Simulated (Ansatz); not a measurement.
GaH4ClO: molecular dynamics (part 4 of 4)

The same run, continued: GaH4ClO; RKS B3LYP-D4/def2-mTZVP (Ansatz 0.2.0). It belongs to a series of runs on one base structure; here: dynamics from the highest image of the converged band.

Geometry of the input (Å):
```
Ga -0.0218  -0.2111  0.0215
O  -0.1249  -0.0352  1.8548
H  -1.0125  -0.1657  2.2163
H  1.4463  -0.2273  -0.4851
H  -1.3881  -0.4256  -0.7057
Cl 0.2389  2.8041  1.1027
H  0.1265  1.6542  1.7924
```

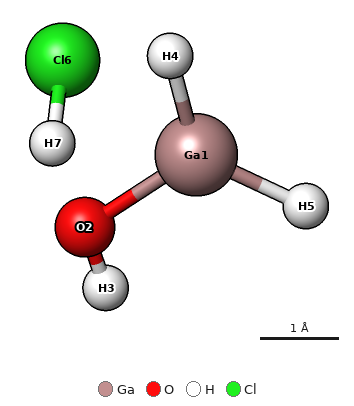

*The geometry at step 163 of the log (ball-and-stick view, seen at a tilt; atoms are numbered from 1 in the order of the input).*

Trajectory as extended XYZ, continued
```
7
Properties=species:S:1:pos:R:3:forces:R:3 step=125 time_fs=62.5 energy=-67016.58233 temperature=47.9
Ga   -0.0287   -0.2837   -0.0004   -0.3719   0.1084   0.0954
O    -0.1184    0.0204    1.8140    1.1475  -0.0372  -0.6084
H    -0.9778   -0.0709    2.1942   -1.1285  -0.0839   0.4880
H     1.4474   -0.2746   -0.4627    0.0836  -0.0344  -0.1037
H    -1.4109   -0.5051   -0.7470    0.3156  -0.0034   0.1697
Cl    0.2447    2.9197    1.1652    0.0852   0.2346  -0.0753
H     0.2787    1.7570    1.7992   -0.1315  -0.1840   0.0343
7
Properties=species:S:1:pos:R:3:forces:R:3 step=129 time_fs=64.5 energy=-67016.59673 temperature=69.6
Ga   -0.0289   -0.2860   -0.0006   -0.1673   0.1303   0.0579
O    -0.1183    0.0213    1.8119    0.6815  -0.0732  -0.3710
H    -0.9900   -0.0694    2.1870   -0.6575  -0.0390   0.2840
H     1.4477   -0.2692   -0.4870   -0.0225  -0.0368  -0.0397
H    -1.4042   -0.5143   -0.7405    0.2095  -0.0202   0.1205
Cl    0.2454    2.9238    1.1669    0.0830   0.1228  -0.0060
H     0.2714    1.7599    1.8100   -0.1266  -0.0838  -0.0457
7
Properties=species:S:1:pos:R:3:forces:R:3 step=132 time_fs=66.0 energy=-67016.60001 temperature=74.7
Ga   -0.0291   -0.2876   -0.0008    0.0537   0.1513   0.0449
O    -0.1171    0.0218    1.8098   -0.5666  -0.1780   0.2193
H    -1.0168   -0.0694    2.1891    0.6048   0.0834  -0.2596
H     1.4476   -0.2660   -0.5064   -0.1007  -0.0373   0.0140
H    -1.3937   -0.5217   -0.7326    0.0510  -0.0458   0.0406
Cl    0.2460    2.9269    1.1682    0.0788   0.0150   0.0602
H     0.2627    1.7598    1.8172   -0.1211   0.0115  -0.1194
7
Properties=species:S:1:pos:R:3:forces:R:3 step=136 time_fs=68.0 energy=-67016.58817 temperature=56.9
Ga   -0.0293   -0.2898   -0.0009    0.3366   0.1800   0.0621
O    -0.1167    0.0221    1.8074   -1.0588  -0.1909   0.4573
H    -1.0315   -0.0665    2.1831    1.1018   0.1177  -0.4508
H     1.4439   -0.2631   -0.5316   -0.1578  -0.0351   0.0725
H    -1.3787   -0.5332   -0.7210   -0.1868  -0.0841  -0.0756
Cl    0.2468    2.9312    1.1700    0.0671  -0.0790   0.1171
H     0.2471    1.7602    1.8225   -0.1020   0.0913  -0.1826
7
Properties=species:S:1:pos:R:3:forces:R:3 step=139 time_fs=69.5 energy=-67016.60238 temperature=78.3
Ga   -0.0294   -0.2913   -0.0010    0.4531   0.1898   0.0818
O    -0.1180    0.0221    1.8062   -0.2296  -0.0897   0.0954
H    -1.0168   -0.0615    2.1680    0.2571   0.0252  -0.0781
H     1.4374   -0.2618   -0.5488   -0.1482  -0.0306   0.0953
H    -1.3715   -0.5438   -0.7139   -0.3088  -0.1024  -0.1284
Cl    0.2475    2.9343    1.1714    0.0549  -0.0798   0.1165
H     0.2328    1.7626    1.8221   -0.0786   0.0875  -0.1825
7
Properties=species:S:1:pos:R:3:forces:R:3 step=142 time_fs=71.0 energy=-67016.59405 temperature=65.8
Ga   -0.0293   -0.2928   -0.0011    0.4244   0.1756   0.0751
O    -0.1195    0.0219    1.8052    1.0009   0.0390  -0.4280
H    -0.9975   -0.0561    2.1516   -0.9957  -0.0987   0.4465
H     1.4277   -0.2611   -0.5640   -0.0917  -0.0237   0.0961
H    -1.3709   -0.5566   -0.7095   -0.3284  -0.1008  -0.1269
Cl    0.2482    2.9373    1.1729    0.0433  -0.0190   0.0790
H     0.2169    1.7668    1.8179   -0.0528   0.0277  -0.1416
7
Properties=species:S:1:pos:R:3:forces:R:3 step=146 time_fs=73.0 energy=-67016.60160 temperature=77.3
Ga   -0.0290   -0.2947   -0.0011    0.1591   0.1099  -0.0051
O    -0.1196    0.0218    1.8030    0.8163   0.0493  -0.3437
H    -1.0034   -0.0521    2.1440   -0.8269  -0.0962   0.3814
H     1.4121   -0.2610   -0.5811    0.0337  -0.0122   0.0680
H    -1.3805   -0.5769   -0.7076   -0.1906  -0.0647  -0.0465
Cl    0.2492    2.9414    1.1750    0.0330   0.1136   0.0009
H     0.1939    1.7729    1.8077   -0.0246  -0.0998  -0.0550
7
Properties=species:S:1:pos:R:3:forces:R:3 step=149 time_fs=74.5 energy=-67016.60761 temperature=86.4
Ga   -0.0287   -0.2961   -0.0012   -0.1198   0.0378  -0.1029
O    -0.1183    0.0218    1.8008   -0.4710  -0.0274   0.1955
H    -1.0287   -0.0514    2.1479    0.4607  -0.0017  -0.1276
H     1.4010   -0.2612   -0.5922    0.1294  -0.0030   0.0391
H    -1.3927   -0.5938   -0.7074   -0.0188  -0.0211   0.0420
Cl    0.2499    2.9446    1.1765    0.0277   0.1883  -0.0428
H     0.1760    1.7752    1.7985   -0.0083  -0.1730  -0.0034
7
Properties=species:S:1:pos:R:3:forces:R:3 step=153 time_fs=76.5 energy=-67016.58988 temperature=59.7
Ga   -0.0284   -0.2979   -0.0013   -0.4083  -0.0546  -0.2309
O    -0.1177    0.0217    1.7983   -1.1805  -0.0391   0.5010
H    -1.0454   -0.0506    2.1483    1.1657   0.0386  -0.3993
H     1.3907   -0.2616   -0.6058    0.1978   0.0080   0.0186
H    -1.4091   -0.6169   -0.7056    0.1924   0.0374   0.1460
Cl    0.2510    2.9489    1.1785    0.0151   0.1725  -0.0410
H     0.1519    1.7727    1.7861    0.0177  -0.1628   0.0056
7
Properties=species:S:1:pos:R:3:forces:R:3 step=156 time_fs=78.0 energy=-67016.60240 temperature=78.4
Ga   -0.0283   -0.2993   -0.0015   -0.4776  -0.1040  -0.3023
O    -0.1190    0.0215    1.7971   -0.4823   0.0479   0.2271
H    -1.0312   -0.0491    2.1395    0.4530  -0.0265  -0.1149
H     1.3878   -0.2618   -0.6154    0.1813   0.0145   0.0297
H    -1.4171   -0.6334   -0.7008    0.2824   0.0682   0.1874
Cl    0.2518    2.9523    1.1800   -0.0030   0.0747   0.0012
H     0.1342    1.7668    1.7769    0.0462  -0.0747  -0.0282
7
Properties=species:S:1:pos:R:3:forces:R:3 step=159 time_fs=79.5 energy=-67016.59637 temperature=69.2
Ga   -0.0284   -0.3007   -0.0017   -0.4140  -0.1321  -0.3466
O    -0.1208    0.0215    1.7962    0.7913   0.1799  -0.2720
H    -1.0083   -0.0483    2.1286   -0.8353  -0.1356   0.3887
H     1.3887   -0.2616   -0.6243    0.1145   0.0198   0.0623
H    -1.4191   -0.6485   -0.6920    0.2908   0.0798   0.1851
Cl    0.2526    2.9558    1.1815   -0.0261  -0.0493   0.0524
H     0.1175    1.7592    1.7671    0.0788   0.0376  -0.0699
7
Properties=species:S:1:pos:R:3:forces:R:3 step=163 time_fs=81.5 energy=-67016.59485 temperature=67.0
Ga   -0.0287   -0.3027   -0.0022   -0.1911  -0.1420  -0.3630
O    -0.1216    0.0218    1.7945    0.9473   0.2380  -0.3104
H    -1.0057   -0.0518    2.1271   -0.9873  -0.1574   0.4465
H     1.3933   -0.2606   -0.6340   -0.0041   0.0261   0.1180
H    -1.4124   -0.6661   -0.6744    0.1744   0.0604   0.1103
Cl    0.2536    2.9603    1.1836   -0.0531  -0.1637   0.0919
H     0.0980    1.7507    1.7516    0.1138   0.1386  -0.0934
7
Properties=species:S:1:pos:R:3:forces:R:3 step=166 time_fs=83.0 energy=-67016.60510 temperature=82.4
Ga   -0.0289   -0.3042   -0.0027    0.0156  -0.1339  -0.3364
O    -0.1208    0.0224    1.7928   -0.2941   0.1577   0.2113
H    -1.0274   -0.0583    2.1368    0.2759  -0.0491  -0.0536
H     1.3969   -0.2593   -0.6384   -0.0765   0.0313   0.1504
H    -1.4029   -0.6777   -0.6583    0.0165   0.0234   0.0150
Cl    0.2543    2.9636    1.1852   -0.0627  -0.1734   0.0848
H     0.0862    1.7476    1.7378    0.1254   0.1440  -0.0715
7
Properties=species:S:1:pos:R:3:forces:R:3 step=169 time_fs=84.5 energy=-67016.58842 temperature=57.3
Ga   -0.0292   -0.3058   -0.0034    0.2017  -0.1184  -0.2722
O    -0.1203    0.0232    1.7913   -1.1212   0.0898   0.5647
H    -1.0440   -0.0658    2.1456    1.1244   0.0391  -0.4001
H     1.3989   -0.2572   -0.6396   -0.1126   0.0374   0.1632
H    -1.3930   -0.6888   -0.6418   -0.1553  -0.0209  -0.0856
Cl    0.2550    2.9668    1.1868   -0.0612  -0.1206   0.0495
H     0.0770    1.7474    1.7224    0.1242   0.0936  -0.0194
7
Properties=species:S:1:pos:R:3:forces:R:3 step=173 time_fs=86.5 energy=-67016.59674 temperature=69.7
Ga   -0.0294   -0.3079   -0.0043    0.3221  -0.1056  -0.1535
O    -0.1218    0.0245    1.7904   -0.6128   0.1302   0.3445
H    -1.0312   -0.0748    2.1450    0.6254   0.0073  -0.2114
H     1.3980   -0.2533   -0.6358   -0.0923   0.0465   0.1422
H    -1.3854   -0.7044   -0.6230   -0.3049  -0.0618  -0.1749
Cl    0.2559    2.9709    1.1890   -0.0469   0.0007  -0.0179
H     0.0689    1.7500    1.7015    0.1095  -0.0173   0.0710
7
Properties=species:S:1:pos:R:3:forces:R:3 step=176 time_fs=88.0 energy=-67016.59650 temperature=69.3
Ga   -0.0295   -0.3096   -0.0051    0.2593  -0.1202  -0.0772
O    -0.1240    0.0257    1.7903    0.6496   0.2648  -0.2087
H    -1.0053   -0.0813    2.1390   -0.6402  -0.1291   0.2995
H     1.3950   -0.2491   -0.6294   -0.0314   0.0536   0.1004
H    -1.3869   -0.7176   -0.6131   -0.2978  -0.0602  -0.1831
Cl    0.2565    2.9740    1.1907   -0.0349   0.0793  -0.0606
H     0.0656    1.7517    1.6875    0.0955  -0.0882   0.1297
7
Properties=species:S:1:pos:R:3:forces:R:3 step=180 time_fs=90.0 energy=-67016.59054 temperature=60.5
Ga   -0.0295   -0.3118   -0.0062   -0.0153  -0.1813  -0.0379
O    -0.1254    0.0278    1.7897    1.1213   0.3277  -0.4419
H    -0.9936   -0.0946    2.1417   -1.1059  -0.1879   0.4927
H     1.3902   -0.2418   -0.6177    0.0788   0.0615   0.0262
H    -1.3983   -0.7369   -0.6057   -0.1312  -0.0134  -0.1264
Cl    0.2573    2.9782    1.1929   -0.0286   0.1034  -0.0799
H     0.0643    1.7511    1.6731    0.0809  -0.1101   0.1672
7
Properties=species:S:1:pos:R:3:forces:R:3 step=183 time_fs=91.5 energy=-67016.60468 temperature=81.7
Ga   -0.0295   -0.3136   -0.0070   -0.2704  -0.2424  -0.0534
O    -0.1249    0.0299    1.7886   -0.0405   0.1555   0.0518
H    -1.0105   -0.1090    2.1552    0.0726  -0.0034  -0.0085
H     1.3884   -0.2348   -0.6081    0.1461   0.0644  -0.0248
H    -1.4105   -0.7519   -0.6035    0.0503   0.0385  -0.0630
Cl    0.2579    2.9814    1.1944   -0.0341   0.0478  -0.0626
H     0.0655    1.7479    1.6665    0.0760  -0.0604   0.1606
7
Properties=species:S:1:pos:R:3:forces:R:3 step=186 time_fs=93.0 energy=-67016.58932 temperature=58.6
Ga   -0.0296   -0.3154   -0.0078   -0.4605  -0.2910  -0.0807
O    -0.1243    0.0322    1.7876   -0.9836  -0.0157   0.4715
H    -1.0263   -0.1234    2.1686    1.0315   0.1801  -0.4345
H     1.3897   -0.2264   -0.5990    0.1673   0.0630  -0.0556
H    -1.4216   -0.7660   -0.6026    0.2152   0.0860  -0.0066
Cl    0.2585    2.9847    1.1960   -0.0454  -0.0512  -0.0280
H     0.0683    1.7435    1.6632    0.0757   0.0288   0.1339
7
Properties=species:S:1:pos:R:3:forces:R:3 step=190 time_fs=95.0 energy=-67016.59444 temperature=66.3
Ga   -0.0299   -0.3180   -0.0090   -0.5088  -0.3041  -0.0931
O    -0.1256    0.0353    1.7871   -0.6942  -0.0027   0.3278
H    -1.0148   -0.1369    2.1728    0.7467   0.1693  -0.3235
H     1.3967   -0.2131   -0.5886    0.1040   0.0532  -0.0557
H    -1.4290   -0.7819   -0.6016    0.3361   0.1194   0.0327
Cl    0.2591    2.9890    1.1980   -0.0590  -0.1848   0.0193
H     0.0745    1.7390    1.6633    0.0752   0.1498   0.0925
7
Properties=species:S:1:pos:R:3:forces:R:3 step=193 time_fs=96.5 energy=-67016.60083 temperature=75.9
Ga   -0.0303   -0.3200   -0.0098   -0.3902  -0.2682  -0.0681
O    -0.1276    0.0376    1.7873    0.4947   0.2062  -0.2476
H    -0.9875   -0.1428    2.1679   -0.4467  -0.0512   0.2114
H     1.4046   -0.2018   -0.5823    0.0077   0.0404  -0.0330
H    -1.4264   -0.7910   -0.6001    0.3272   0.1124   0.0248
Cl    0.2596    2.9920    1.1995   -0.0609  -0.2373   0.0390
H     0.0811    1.7391    1.6658    0.0682   0.1977   0.0735
7
Properties=species:S:1:pos:R:3:forces:R:3 step=197 time_fs=98.5 energy=-67016.59226 temperature=63.3
Ga   -0.0311   -0.3229   -0.0111   -0.1119  -0.1742   0.0084
O    -0.1291    0.0411    1.7869    1.2339   0.3435  -0.6342
H    -0.9686   -0.1531    2.1697   -1.1819  -0.2110   0.5547
H     1.4151   -0.1854   -0.5748   -0.1230   0.0207   0.0021
H    -1.4125   -0.7994   -0.5975    0.1865   0.0580  -0.0389
Cl    0.2602    2.9959    1.2016   -0.0478  -0.2022   0.0315
H     0.0920    1.7456    1.6715    0.0442   0.1652   0.0764
7
Properties=species:S:1:pos:R:3:forces:R:3 step=200 time_fs=100.0 energy=-67016.60980 temperature=89.6
Ga   -0.0317   -0.3251   -0.0120    0.1112  -0.0868   0.0896
O    -0.1284    0.0443    1.7858    0.2082   0.0816  -0.1540
H    -0.9811   -0.1654    2.1836   -0.1423   0.0352   0.0620
H     1.4202   -0.1726   -0.5693   -0.1824   0.0076   0.0161
H    -1.3971   -0.8042   -0.5964    0.0165  -0.0072  -0.1139
Cl    0.2606    2.9987    1.2031   -0.0292  -0.1053   0.0034
H     0.1014    1.7547    1.6778    0.0180   0.0750   0.0968
```

Key numbers

| quantity | value |
| --- | --- |
| outcome | finished |
| mean temperature over the second half | 66 K |
| trajectory | 200 steps, 100 fs |
| ensemble | nve |
| temperature in the input | 100.0 K |
| time step | 0.5 fs |
| potential energy (last step) | −67016.6101 eV |
| mean-field energy (last step) | −67016.4202 eV |
| largest force (length of the vector) (last step) | 0.272 eV/Å |
| hardware | 2 threads of Intel Xeon (Granite Rapids), 32 GiB of memory available, shared host |
| wall time | 3.7 min (CPU time 6.8 min) |
| peak memory | 0.22 GiB |

Notes

So short a trajectory is not equilibrated.
